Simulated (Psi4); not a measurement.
**PBE0/def2-SVPD (core potential) run of C2H3In (SMILES C#[C][InH2])**

What is the vertical singlet–triplet gap of C2H3In at PBE0/def2-SVPD (core potential)? The job is set up through a Python script.

The calculation is run with Psi4 1.11.

## (1) The system as given

C2H3In has 6 atoms, charge 0, and is taken as a singlet. SMILES: `C#[C][InH2]`. Geometry: relaxed at PBE0-D4/def2-TZVP.

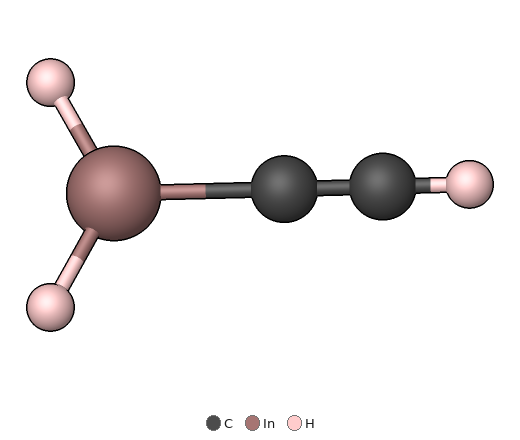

The structure, seen from a chosen angle (carbon dark grey, indium brown, hydrogen pink).

## (2) The energy at PBE0/def2-SVPD (core potential)

calc.py reads:

```python
import psi4

psi4.set_memory(2200000000)
psi4.set_num_threads(1)
psi4.set_output_file('run.log', False)

molecule = psi4.geometry("""
C     -0.35262289    -3.64339197     0.02853486
C     -0.13303672    -1.36702788     0.01114938
In     0.24925488     2.57739746    -0.02003110
H     -0.54613085    -5.64952522     0.04403062
H      1.27273054     3.93346493    -2.77562973
H     -0.49019496     4.14889371     2.71175699
units au
symmetry c1
""")

psi4.set_options({
    'basis': 'def2-SVPD',
    'puream': True,
    'e_convergence': 1e-09,
    'd_convergence': 1e-08,
    'scf_type': 'pk',
    'dft_radial_points': 99,
    'dft_spherical_points': 590,
})

energy_value, wavefunction = psi4.energy('pbe0', molecule=molecule, return_wfn=True)
print(f'pbe0 energy: {energy_value:.10f} Eh')
```

Started as:

```bash
$ python calc.py
```

run.log, shortened:

```text
[...]
    !!!  WARNING: ECP capability is in beta. Please check occupations closely.  !!!
[...]
  Running in c1 symmetry.
[...]
  Nuclear repulsion =   91.358346432264852
[...]
  Multiplicity = 1
[...]
  Nalpha       = 18
  Nbeta        = 18
[...]
    Number of basis functions: 96
[...]
   @RKS iter   1:  -267.56523503535010   -9.32292e-01   7.62014e-03 DIIS/ADIIS
[...]
   @RKS iter  11:  -267.88404056519130   -2.10321e-12   4.06307e-09 DIIS
[...]
    Orbital Energies [Eh]
    ---------------------
    Doubly Occupied:
       1A    -10.235067     2A    -10.225068     3A     -4.728556
       4A     -3.130813     5A     -3.118880     6A     -3.117868
       7A     -0.803826     8A     -0.795548     9A     -0.794698
      10A     -0.793128    11A     -0.790697    12A     -0.747812
      13A     -0.548081    14A     -0.463964    15A     -0.343048
      16A     -0.322638    17A     -0.299337    18A     -0.286535
[...]
  @RKS Final Energy:  -267.88404056519130
   => Energetics <=
    Nuclear Repulsion Energy =             91.3583464322648524
    One-Electron Energy =                -620.1014417012290778
    Two-Electron Energy =                 282.5445966101755175
    DFT Exchange-Correlation Energy =     -21.6855419064025909
    Empirical Dispersion Energy =           0.0000000000000000
    VV10 Nonlocal Energy =                  0.0000000000000000
    Total Energy =                       -267.8840405651912988
[...]
 Multipole Moments:
 ------------------------------------------------------------------------------------
     Multipole            Electronic (a.u.)      Nuclear  (a.u.)        Total (a.u.)
 ------------------------------------------------------------------------------------
 L = 1.  Multiply by 2.5417464519 to convert [e a0] to [Debye]
 Dipole X            :          3.2994855           -3.2900290            0.0094565
 Dipole Y            :         34.0912253          -33.9949525            0.0962728
 Dipole Z            :         -0.2663459            0.2657071           -0.0006388
 Magnitude           :                                                    0.0967382
[...]
```

Standard output:

```text
pbe0 energy: -267.8840405652 Eh
```

Run time: 10 s. Hardware: 1 thread of Intel Xeon 6975P-C (Granite Rapids), shared host; peak memory 1.2 GiB.

## (3) The triplet, same level

c2h3in.xyz reads:

```xyz
6
C2H3In
C     -0.186600    -1.928000     0.015100
C     -0.070400    -0.723400     0.005900
In     0.131900     1.363900    -0.010600
H     -0.289000    -2.989600     0.023300
H      0.673500     2.081500    -1.468800
H     -0.259400     2.195500     1.435000
```

calc.py reads:

```python
import psi4

psi4.set_memory(2200000000)
psi4.set_num_threads(1)
psi4.set_output_file('run.log', False)

with open('c2h3in.xyz') as f:
    atoms = ''.join(f.readlines()[2:])
mol = psi4.geometry('0 3\n' + atoms + 'symmetry c1\nno_reorient\nno_com')

psi4.set_options({
    'basis': 'def2-SVPD',
    'reference': 'uks',
    'puream': True,
    'e_convergence': 1e-09,
    'd_convergence': 1e-08,
    'scf_type': 'pk',
    'dft_radial_points': 99,
    'dft_spherical_points': 590,
    'maxiter': 100,
})

energy_value = psi4.energy("pbe0", molecule=mol)
print('E =', round(energy_value, 9))
for k, v in sorted(psi4.core.scalar_variables().items()):
    print(f'{k:45s} {v:18.10f}')
```

Started as:

```bash
$ python calc.py
```

run.log, shortened:

```text
[...]
    !!!  WARNING: ECP capability is in beta. Please check occupations closely.  !!!
[...]
  Running in c1 symmetry.
[...]
  Nuclear repulsion =   91.358346393140678
[...]
  Multiplicity = 3
[...]
  Nalpha       = 19
  Nbeta        = 17
[...]
    Number of basis functions: 96
[...]
   @UKS iter   1:  -267.30560606137016   -7.16068e-01   8.29826e-03 DIIS/ADIIS
[...]
   @UKS iter  20:  -267.72526561487365   -5.05906e-12   7.48689e-09 DIIS
[...]
   @S^2 Observed:                2.015487945E+00
[...]
    Orbital Energies [Eh]
    ---------------------
    Alpha Occupied:
       1A    -10.283775     2A    -10.277552     3A     -4.719306
       4A     -3.115034     5A     -3.111928     6A     -3.111888
       7A     -0.816804     8A     -0.791306     9A     -0.790862
      10A     -0.782485    11A     -0.781008    12A     -0.778910
      13A     -0.587185    14A     -0.488083    15A     -0.372784
      16A     -0.371385    17A     -0.344992    18A     -0.344418
      19A     -0.138426
    Alpha Virtual:
      20A     -0.016710    21A     -0.013434    22A      0.008872
      23A      0.017589    24A      0.027800    25A      0.046436
[...]
  @UKS Final Energy:  -267.72526561487365
   => Energetics <=
    Nuclear Repulsion Energy =             91.3583463931406783
    One-Electron Energy =                -619.5903567115594797
    Two-Electron Energy =                 282.1285384048606488
    DFT Exchange-Correlation Energy =     -21.6217937013155002
    Empirical Dispersion Energy =           0.0000000000000000
    VV10 Nonlocal Energy =                  0.0000000000000000
    Total Energy =                       -267.7252656148736492
  UHF NO Occupations:
  HONO-2 :   17  A 1.9966745
  HONO-1 :   18  A 1.0000000
[...]
 Multipole Moments:
 ------------------------------------------------------------------------------------
     Multipole            Electronic (a.u.)      Nuclear  (a.u.)        Total (a.u.)
 ------------------------------------------------------------------------------------
 L = 1.  Multiply by 2.5417464519 to convert [e a0] to [Debye]
 Dipole X            :         -2.6186253            2.5567994           -0.0618259
 Dipole Y            :        -27.1373457           26.4956610           -0.6416846
 Dipole Z            :          0.2071344           -0.2023897            0.0047447
 Magnitude           :                                                    0.6446737
[...]
```

Standard output:

```text
E = -267.725265615
CURRENT ENERGY                                   -267.7252656149
CURRENT REFERENCE ENERGY                         -267.7252656149
DD SOLVATION ENERGY                                 0.0000000000
DFT FUNCTIONAL TOTAL ENERGY                      -267.7252656149
DFT TOTAL ENERGY                                 -267.7252656149
DFT VV10 ENERGY                                     0.0000000000
DFT XC ENERGY                                     -21.6217937013
GRID ELECTRONS ALPHA                               18.9999999961
GRID ELECTRONS BETA                                17.0000001007
GRID ELECTRONS TOTAL                               36.0000000968
NUCLEAR REPULSION ENERGY                           91.3583463931
ONE-ELECTRON ENERGY                              -619.5903567116
PCM POLARIZATION ENERGY                             0.0000000000
PE ENERGY                                           0.0000000000
SCF ITERATION ENERGY                             -267.7252656149
SCF ITERATIONS                                     20.0000000000
SCF TOTAL ENERGY                                 -267.7252656149
TWO-ELECTRON ENERGY                               282.1285384049
XC GRID RADIAL POINTS                              99.0000000000
XC GRID SPHERICAL POINTS                          590.0000000000
XC GRID TOTAL POINTS                           337476.0000000000
```

Wall time 23 s (1 thread of Intel Xeon 6975P-C (Granite Rapids), shared host); peak memory 1.2 GiB.

## (4) Summary of results

Level: PBE0/def2-SVPD (core potential).

```
                                        quantity          value
                           singlet: total energy  -267.88404 Eh
                          singlet: dipole moment         0.25 D
                            singlet: HOMO energy       -7.80 eV
                            singlet: LUMO energy       -2.01 eV
                          singlet: HOMO–LUMO gap        5.79 eV
                           triplet: total energy  -267.72527 Eh
                          triplet: dipole moment         1.64 D
     triplet: HOMO energy (highest over α and β)       -3.77 eV
                                   triplet: ⟨S²⟩          2.015
vertical energy of the triplet above the singlet       4.320 eV
```

In words: At this shape the triplet lies 4.32 eV (417 kJ/mol) above the singlet.
